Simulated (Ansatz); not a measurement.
# C2H5ClFNSi: up Jacob's ladder to CCSD(T), part 2 of 2

Ansatz 0.2.0, Gaussian basis; functionals in def2-TZVPP, the program's frozen cores in correlated methods. Earlier steps stand in the parts before.

### Step 17. ωB97M-V (range-separated)

File in.yaml:

```yaml
crystal:
  periodic: [false, false, false]
  atoms:
    - {symbol: C, position_ang: [-1.133710, -1.249615, 0.740047]}
    - {symbol: C, position_ang: [-1.158891, 0.033698, 0.388570]}
    - {symbol: Si, position_ang: [0.354104, 0.922952, -0.161016]}
    - {symbol: N, position_ang: [1.588552, -0.153476, -0.594631]}
    - {symbol: F, position_ang: [0.967887, 1.842375, 0.984150]}
    - {symbol: Cl, position_ang: [-0.210861, 2.229564, -1.646813]}
    - {symbol: H, position_ang: [-2.028306, -1.778097, 1.057003]}
    - {symbol: H, position_ang: [-0.210831, -1.821943, 0.727347]}
    - {symbol: H, position_ang: [-2.104916, 0.569711, 0.415238]}
    - {symbol: H, position_ang: [2.547403, 0.151216, -0.536959]}
    - {symbol: H, position_ang: [1.455067, -0.803287, -1.352337]}
basis:
  gaussian: {orbitals: def2-TZVPP}
hamiltonian: {xc: {name: wB97M-V}}
output: {forces: true, orbitals: {seedname: orbitals}}
```

Run with:

```sh
ansatz run in.yaml --threads 4 --pin off --events-out ev --progress --plain --max-ram 10444MiB
```

The log of the run, shortened:

```text
Functional definition: wB97M-V
  name "wB97M-V"
  cite "Mardirossian & Head-Gordon, J. Chem. Phys. 144, 214110 (2016) doi:10.1063/1.4952647"
  cite "Becke, J. Chem. Phys. 107, 8554 (1997) doi:10.1063/1.475007"
  cite "Vydrov & Van Voorhis, J. Chem. Phys. 133, 244103 (2010) doi:10.1063/1.3521275"
  # Of w^i u^j: cxij and so on, Table III.
[...]
  gx(w, u) = 1 - cx + cx01*u + cx10*w
[...]
Atom 7 at    -0.210831    -1.821943     0.727347 Å, force    -0.069731     0.050360    -0.003203 eV/Å
Atom 8 at    -2.104916     0.569711     0.415238 Å, force     0.056891    -0.056247     0.004807 eV/Å
Atom 9 at     2.547403     0.151216    -0.536959 Å, force    -0.012847    -0.016294    -0.006951 eV/Å
Atom 10 at     1.455067    -0.803287    -1.352337 Å, force     0.017222    -0.000420     0.013106 eV/Å
Dipole moment:     0.059255    -0.530419    -0.101889 e Å
```

Run time: 14 s. Hardware: 4 threads of Arm Neoverse V2, shared host; peak memory 1.1 GiB.

With the free atoms at this level, -26721.007 eV in sum, the atomisation energy is 4423.1 kJ/mol. HOMO -10.48 eV, LUMO 1.20 eV.

### Step 18. B2PLYP (double hybrid)

Edit in.yaml of step 17 so:

```diff
@@ -16,3 +16,2 @@
   gaussian: {orbitals: def2-TZVPP}
-hamiltonian: {xc: {name: wB97M-V}}
-output: {forces: true, orbitals: {seedname: orbitals}}
+hamiltonian: {xc: {name: B2PLYP}}
```

Launched as before.

The log of the run, shortened:

```text
Functional definition: B2PLYP
  name "B2PLYP"
  cite "Grimme, J. Chem. Phys. 124, 034108 (2006) doi:10.1063/1.2148954"
  cite "Becke, Phys. Rev. A 38, 3098 (1988) doi:10.1103/PhysRevA.38.3098"
  cite "Lee, Yang & Parr, Phys. Rev. B 37, 785 (1988) doi:10.1103/PhysRevB.37.785"
[...]
1659 factors; integrals over basis functions are off by at most 9.9e-4 eV
[...]
mean field -26749.20873793 eV, -983.0152898542 hartree, gradient 3.4e-6 eV, S^2 0.000000; 0 other end points of the search recorded, 0 dependent functions left out
14 core orbitals not correlated: weight in the atoms' cores, before any rotation towards them, 1.000 or more for the frozen orbitals, at most 0.000 for the correlated occupied ones
reference -26749.20891540 eV, -983.0152963758 hartree; 18, 18 occupied and 246, 246 virtual orbitals, 1659 factors
second order -35.61193475 eV of doubles, -0.00000000 eV of singles
Total energy: -26758.82413778 eV, -983.3686492809 hartree
```

Wall time 7.5 s (4 threads of Arm Neoverse V2, shared host); peak memory 0.8 GiB.

Atomisation energy: 4354.0 kJ/mol (free atoms -26713.698 eV, run apart).

### Step 19. PBE-QIDH (double hybrid)

Edit in.yaml of step 18 so:

```diff
@@ -16,2 +16,2 @@
   gaussian: {orbitals: def2-TZVPP}
-hamiltonian: {xc: {name: B2PLYP}}
+hamiltonian: {xc: {name: PBE-QIDH}}
```

The command is unchanged.

The log of the run, shortened:

```text
Functional definition: PBE-QIDH
  name "PBE-QIDH"
  cite "Brémond, Sancho-García, Pérez-Jiménez & Adamo, J. Chem. Phys. 141, 031101 (2014) doi:10.1063/1.4890314"
  cite "Perdew, Burke & Ernzerhof, Phys. Rev. Lett. 77, 3865 (1996) doi:10.1103/PhysRevLett.77.3865"
[...]
1659 factors; integrals over basis functions are off by at most 9.9e-4 eV
[...]
mean field -26739.31182783 eV, -982.6515851162 hartree, gradient 5.8e-6 eV, S^2 0.000000; 0 other end points of the search recorded, 0 dependent functions left out
14 core orbitals not correlated: weight in the atoms' cores, before any rotation towards them, 1.000 or more for the frozen orbitals, at most 0.000 for the correlated occupied ones
reference -26739.31184022 eV, -982.6515855716 hartree; 18, 18 occupied and 246, 246 virtual orbitals, 1659 factors
second order -33.12421025 eV of doubles, -0.00000000 eV of singles
Total energy: -26750.35324364 eV, -983.0573496630 hartree
```

Run time: 7.5 s. Hardware: 4 threads of Arm Neoverse V2, shared host; peak memory 0.8 GiB.

With the free atoms at this level, -26705.020 eV in sum, the atomisation energy is 4374.0 kJ/mol.

### Step 20. Frontier levels by functional

Dipoles come from the runs that computed forces. Levels are read from the orbital files that the runs wrote:

```
  functional  HOMO (eV)  LUMO (eV)  gap (eV)  dipole (D)
 LDA (SPW92)      -6.83      -2.16      4.66            
      PBE-D4      -6.64      -1.91      4.73        2.54
   revPBE-D4      -6.57      -1.81      4.76            
     BLYP-D4      -6.50      -1.75      4.75            
   r2SCAN-D4      -6.97      -1.71      5.26        2.61
      B97M-V      -7.04      -1.65      5.40            
     PBE0-D4      -8.12      -0.92      7.20            
    B3LYP-D4      -7.85      -1.13      6.72        2.61
  r2SCANh-D4      -7.52      -1.34      6.17            
  r2SCAN0-D4      -8.35      -0.81      7.54            
    HSE06-D4      -7.71      -1.30      6.40            
    BHLYP-D4      -9.37       0.19      9.56            
CAM-B3LYP-D4      -9.56       0.24      9.80            
     LC-ωPBE     -11.00       1.40     12.39            
     ωB97X-V     -10.60       1.33     11.92            
     ωB97M-V     -10.48       1.20     11.68        2.61
```

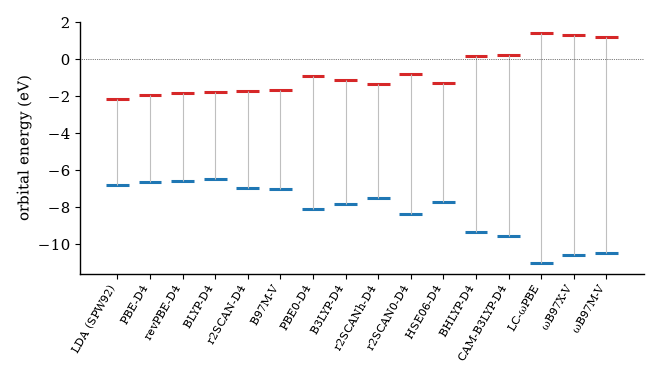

Highest occupied (blue) and lowest empty (red) level by functional.

### Step 21. CCSD(T) in def2-SVP

Edit in.yaml of step 19 so:

```diff
@@ -15,3 +15,3 @@
 basis:
-  gaussian: {orbitals: def2-TZVPP}
-hamiltonian: {xc: {name: PBE-QIDH}}
+  gaussian: {orbitals: def2-SVP}
+correlation: {method: ccsd_t}
```

Launched as before.

The log of the run, shortened:

```text
Functional definition: HF
  name "HF"
  cite "Fock, Z. Phys. 61, 126 (1930) doi:10.1007/BF01340294"
  parent pbe
[...]
1144 factors; integrals over basis functions are off by at most 1.6e-3 eV
[...]
mean field -26686.04367394 eV, -980.6940165674 hartree, gradient 2.3e-6 eV, S^2 0.000000; 0 other end points of the search recorded, 0 dependent functions left out
14 core orbitals not correlated: weight in the atoms' cores, before any rotation towards them, 1.000 or more for the frozen orbitals, at most 0.000 for the correlated occupied ones
reference -26686.04367394 eV, -980.6940165674 hartree; 18, 18 occupied and 85, 85 virtual orbitals, 1144 factors
second order -22.79724985 eV of doubles, -0.00000000 eV of singles
cycle   1  -23.52755207 eV  change   -7.3e-1 eV  update   1.0e-1
[...]
cycle   9  -24.16625754 eV  change   -5.9e-6 eV  update   2.1e-5
perturbative correction -0.63432316 eV, -0.0233109463 hartree
Total energy: -26710.84425464 eV, -981.6054210976 hartree
```

Wall time 8.5 s (4 threads of Arm Neoverse V2, shared host); peak memory 0.62 GiB.

### Step 22. CCSD(T) in def2-TZVPP

Edit in.yaml of step 21 so:

```diff
@@ -15,3 +15,4 @@
 basis:
-  gaussian: {orbitals: def2-SVP}
+  gaussian: {orbitals: def2-TZVPP}
 correlation: {method: ccsd_t}
+output: {orbitals: {seedname: orbitals}}
```

Same command.

The log of the run, shortened:

```text
Functional definition: HF
  name "HF"
  cite "Fock, Z. Phys. 61, 126 (1930) doi:10.1007/BF01340294"
  parent pbe
[...]
1659 factors; integrals over basis functions are off by at most 9.9e-4 eV
[...]
mean field -26701.16497412 eV, -981.2497140994 hartree, gradient 2.4e-6 eV, S^2 0.000000; 0 other end points of the search recorded, 0 dependent functions left out
14 core orbitals not correlated: weight in the atoms' cores, before any rotation towards them, 1.000 or more for the frozen orbitals, at most 0.000 for the correlated occupied ones
reference -26701.16497412 eV, -981.2497140994 hartree; 18, 18 occupied and 246, 246 virtual orbitals, 1659 factors
second order -29.51134844 eV of doubles, -0.00000000 eV of singles
cycle   1  -29.95780251 eV  change   -4.5e-1 eV  update   1.1e-1
[...]
cycle   9  -30.71409509 eV  change   -2.3e-5 eV  update   2.6e-5
perturbative correction -1.22483381 eV, -0.0450118121 hartree
Total energy: -26733.10390302 eV, -982.4234480873 hartree
```

Wall time 4.8 min (4 threads of Arm Neoverse V2, shared host); peak memory 7.8 GiB.

### Step 23. MP2 in def2-QZVPP

Edit in.yaml of step 22 so:

```diff
@@ -15,4 +15,3 @@
 basis:
-  gaussian: {orbitals: def2-TZVPP}
-correlation: {method: ccsd_t}
-output: {orbitals: {seedname: orbitals}}
+  gaussian: {orbitals: "def2-QZVPP.json"}
+correlation: {method: mp2}
```

Launched as before.

The log of the run, shortened:

```text
Functional definition: HF
  name "HF"
  cite "Fock, Z. Phys. 61, 126 (1930) doi:10.1007/BF01340294"
  parent pbe
[...]
3091 factors; integrals over basis functions are off by at most 9.6e-4 eV
[...]
mean field -26702.06555984 eV, -981.2828100140 hartree, gradient 2.4e-6 eV, S^2 0.000000; 0 other end points of the search recorded, 0 dependent functions left out
14 core orbitals not correlated: weight in the atoms' cores, before any rotation towards them, 1.000 or more for the frozen orbitals, at most 0.000 for the correlated occupied ones
reference -26702.06555984 eV, -981.2828100140 hartree; 18, 18 occupied and 486, 486 virtual orbitals, 3091 factors
second order -31.96512981 eV of doubles, -0.00000000 eV of singles
Total energy: -26734.03068965 eV, -982.4575068679 hartree
```

Wall time 28 s (4 threads of Arm Neoverse V2, shared host); peak memory 3.5 GiB.

The pieces so far (eV):

```
     basis           HF  MP2 correlation  CCSD correlation      (T)              total
  def2-SVP  -26686.0437         -22.7972          -24.1663  -0.6343        -26710.8443
def2-TZVPP  -26701.1650         -29.5113          -30.7141  -1.2248        -26733.1039
def2-QZVPP  -26702.0656         -31.9651                             -26734.0307 (MP2)
```

The report of the def2-TZVPP run gives T1 = 0.0107.

### Step 24. The basis-set limit

This step is arithmetic on the last runs, with X = 3 and 4: exp(−7.88√X) for Hartree-Fock, X^−2.97 for correlation; only MP2 was run in the larger set, so CCSD(T) minus MP2 is added from the smaller one.

```
  level  energy at the limit (eV)
     HF               -26702.1896
    MP2               -26735.9723
   CCSD               -26737.1751
CCSD(T)               -26738.3999
```

### Step 25. RPA on PBE orbitals

Edit in.yaml of step 23 so:

```diff
@@ -15,3 +15,4 @@
 basis:
-  gaussian: {orbitals: "def2-QZVPP.json"}
-correlation: {method: mp2}
+  gaussian: {orbitals: def2-TZVPP}
+hamiltonian: {xc: pbe}
+correlation: {method: rpa}
```

Launched as before.

The log of the run, shortened:

```text
Functional definition: PBE
  name "PBE"
  cite "Perdew, Burke & Ernzerhof, Phys. Rev. Lett. 77, 3865 (1996) doi:10.1103/PhysRevLett.77.3865"
  parent pbe
[...]
1659 factors; integrals over basis functions are off by at most 9.9e-4 eV
[...]
mean field -26753.46199748 eV, -983.1715942597 hartree, gradient 2.8e-6 eV, S^2 0.000000; 0 other end points of the search recorded, 0 dependent functions left out
14 core orbitals not correlated: weight in the atoms' cores, before any rotation towards them, 1.000 or more for the frozen orbitals, at most 0.000 for the correlated occupied ones
reference -26699.31755319 eV, -981.1818226322 hartree; 18, 18 occupied and 246, 246 virtual orbitals, 1659 factors
Total energy: -26746.52397877 eV, -982.9166267748 hartree
```

It took 6.5 s on 4 threads of Arm Neoverse V2, shared host; peak memory 0.72 GiB.

RPA correlation: -47.206 eV. No RPA run of the hydrogen atom was made, so RPA has no atomisation energy below.

### Step 26. All levels against the reference

Atomisation energy = energies of 2 C, 1 Si, 1 N, 1 F, 1 Cl, 5 H (separate runs, same level) minus the molecule's; electronic only, no spin-orbit term.

Differences are taken before rounding.

```
            method             rung  atoms, summed (eV)  atomisation energy (kJ/mol)  from CCSD(T)/CBS (kJ/mol)     time
       LDA (SPW92)              LDA          -26596.520                       5025.1                     +616.3    1.6 s
            PBE-D4              GGA          -26707.230                       4489.1                      +80.3      3 s
         revPBE-D4              GGA          -26719.295                       4376.3                      -32.5    2.4 s
           BLYP-D4              GGA          -26723.184                       4395.5                      -13.4    2.6 s
         r2SCAN-D4         meta-GGA          -26719.740                       4407.5                       -1.3    5.5 s
            B97M-V         meta-GGA          -26717.947                       4417.2                       +8.4     11 s
           PBE0-D4           hybrid          -26710.229                       4405.6                       -3.2    3.9 s
          B3LYP-D4           hybrid          -26726.015                       4395.4                      -13.5    6.5 s
        r2SCANh-D4           hybrid          -26719.664                       4377.5                      -31.3      7 s
        r2SCAN0-D4           hybrid          -26719.567                       4334.3                      -74.5    6.5 s
          HSE06-D4           hybrid          -26709.485                       4408.7                       -0.2    4.2 s
          BHLYP-D4           hybrid          -26723.128                       4267.9                     -141.0      4 s
      CAM-B3LYP-D4  range-separated          -26722.687                       4417.2                       +8.4    4.5 s
           LC-ωPBE  range-separated          -26714.842                       4381.1                      -27.7    3.1 s
           ωB97X-V  range-separated          -26719.211                       4413.1                       +4.2    9.5 s
           ωB97M-V  range-separated          -26721.007                       4423.1                      +14.2     14 s
            B2PLYP    double hybrid          -26713.698                       4354.0                      -54.9    7.5 s
          PBE-QIDH    double hybrid          -26705.020                       4374.0                      -34.8    7.5 s
     HF/def2-TZVPP     wavefunction          -26667.873                       3212.2                    -1196.6         
    MP2/def2-TZVPP     wavefunction          -26685.271                       4381.0                      -27.9         
   CCSD/def2-TZVPP     wavefunction          -26688.287                       4206.0                     -202.8         
  CCSD(T)/def2-SVP     wavefunction          -26668.388                       4096.4                     -312.5    8.5 s
CCSD(T)/def2-TZVPP     wavefunction          -26688.777                       4276.9                     -131.9  4.8 min
           MP2/CBS     wavefunction          -26689.200                       4512.9                     +104.1         
       CCSD(T)/CBS     wavefunction          -26692.706                       4408.8                          0  5.3 min
```

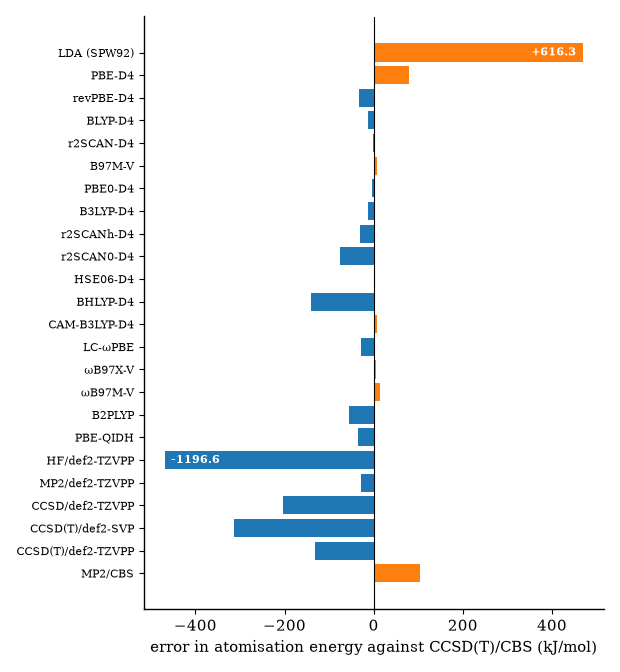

How far each level lands from CCSD(T)/CBS. Bars with a number in them are cut short.

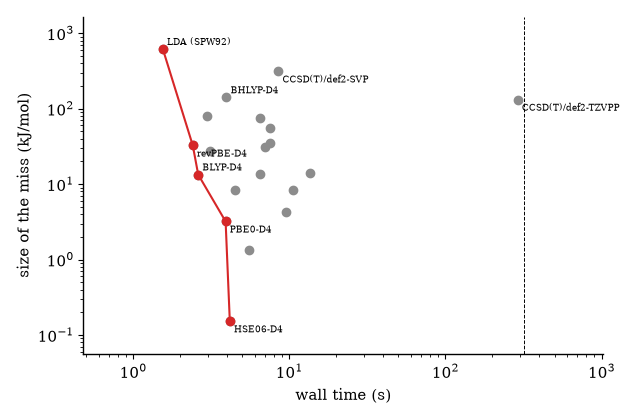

Miss against cost. Red marks the levels that no quicker level drawn beats (of those quicker than the yardstick), and the dashed line is the time of CCSD(T)/CBS. Only those levels and the largest misses are named. Times are from a shared host.

LDA (SPW92), LC-ωPBE, B2PLYP, PBE-QIDH carry no dispersion term (for B3LYP, D4 adds 45.9 kJ/mol).

Times are those of the molecule's run; HF, MP2 and CCSD come out of the CCSD(T) runs, and the limit's time is the sum of the runs that it needs.

### Step 27. What came out

What follows sums up all 2 parts.

| quantity | value |
| --- | --- |
| atomisation energy, CCSD(T)/CBS | 4408.8 kJ/mol |
| functionals within 22.0 kJ/mol (0.5 %) | BLYP-D4, r2SCAN-D4, B97M-V, PBE0-D4, B3LYP-D4, HSE06-D4, CAM-B3LYP-D4, ωB97X-V, ωB97M-V |
| farthest beyond LDA | BHLYP-D4 (-141.0 kJ/mol) |
| mean size of error, GGA | 42.1 kJ/mol |
| mean size of error, meta-GGA | 4.8 kJ/mol |
| mean size of error, hybrid | 43.9 kJ/mol |
| mean size of error, range-separated | 13.6 kJ/mol |
| mean size of error, double hybrid | 44.8 kJ/mol |
| gap, smallest and largest | 4.66 eV (LDA (SPW92)), 12.39 eV (LC-ωPBE) |
| T1 diagnostic | 0.0107 |
| triples share of the correlation energy | 3.8 % |

**Reading.** The LDA atomisation energy is off by 616.3 kJ/mol (14 %): it overbinds. PBE-D4 is off by +80.3 kJ/mol. Double hybrids carry the basis error of their MP2 part in triple zeta, and no dispersion term here, so their miss is partly the set-up's. The rungs meta-GGA, range-separated miss on average by less than the doubt on the reference (22.0 kJ/mol), so they tie. The reference freezes the cores and leaves out relativity and excitations past (T), so misses under about 22.0 kJ/mol can't be ranked. Hartree-Fock recovers 73 % of the binding; the rest is correlation. CCSD(T) in def2-SVP is off by -312.5 kJ/mol, which most functionals beat. The gap grows from 4.7 to 12.4 eV across the functionals, mostly with the share of exact exchange.

HSE06-D4 reaches 0.2 kJ/mol from the reference in 4.2 s, where CCSD(T)/CBS took 5.3 min; the quickest level in the cost chart, LDA (SPW92), takes 1.6 s and misses by 616.3 kJ/mol.
